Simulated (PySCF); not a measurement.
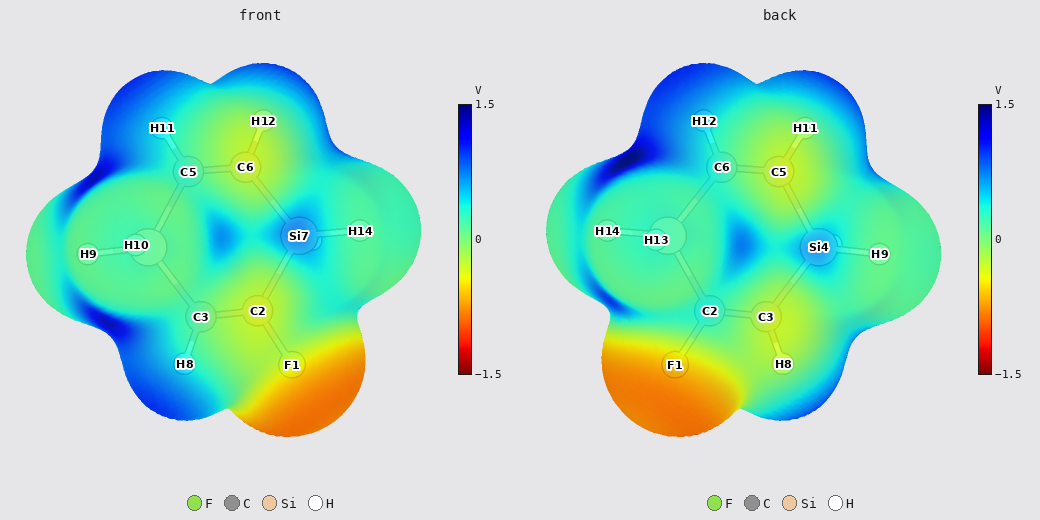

C4H7FSi2 (SMILES FC1=C[SiH2]C=C[SiH2]1). The molecular electrostatic potential painted on the density surface at 0.002 e/bohr³, seen from the front and from behind; the colour scale runs from red (negative) to blue (positive).

Geometry: GFN2-xTB.

Theory: PBE0/def2-SVPD, SCF density, gas phase (PySCF).

```xyz
14

F    -0.0630   -2.9647   -0.2508
C    -0.1238   -1.6031   -0.1302
C    -1.3155   -1.0360    0.0029
Si   -1.5584    0.8138    0.1768
C     0.1144    1.6771    0.1346
C     1.2964    1.0772    0.0001
Si    1.5761   -0.7730   -0.1784
H    -2.1929   -1.6724    0.0108
H    -2.3914    1.3080   -0.9309
H    -2.2279    1.1060    1.4539
H     0.0907    2.7592    0.2292
H     2.1942    1.6888   -0.0101
H     2.2164   -1.0878   -1.4628
H     2.3840   -1.2935    0.9327
```

Question: Which sites attract a positive test charge, and which a negative one?

Answer: A positive charge is drawn to the negative regions and a negative charge to the positive ones. The most negative region (about −0.9 V) lies over F1, the most positive (about +1.4 V) over Si7.

Question: What dipole moment does the calculation give?

Answer: Its dipole moment is 1.86 D.
